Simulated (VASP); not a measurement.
Band structure of CaSe (rock salt). These are PBE GGA, VASP's PBE PAW potentials (set 64) (plane waves; VASP) values and carry that method's errors.

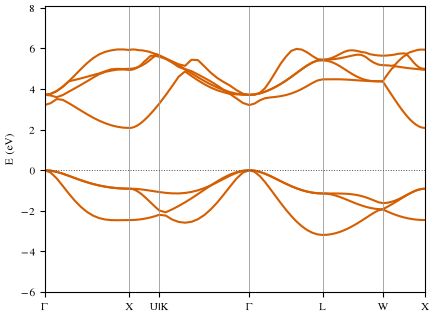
*Bands along high-symmetry lines, zero at the valence-band maximum or, without a gap, the Fermi level*

Q: Read the plot: is there a gap, and where are the band edges?

A: The gap is indirect, 2.08 eV, from the valence maximum at Γ to the conduction minimum at X. (Edges off the drawn lines would not show.)

Measured: gap 3.85 eV (computed value off by -1.77 eV), as given by Abedi et al., (2022), arXiv:2211.14644.

The compound is CaSe in the rock salt structure. It was relaxed first.
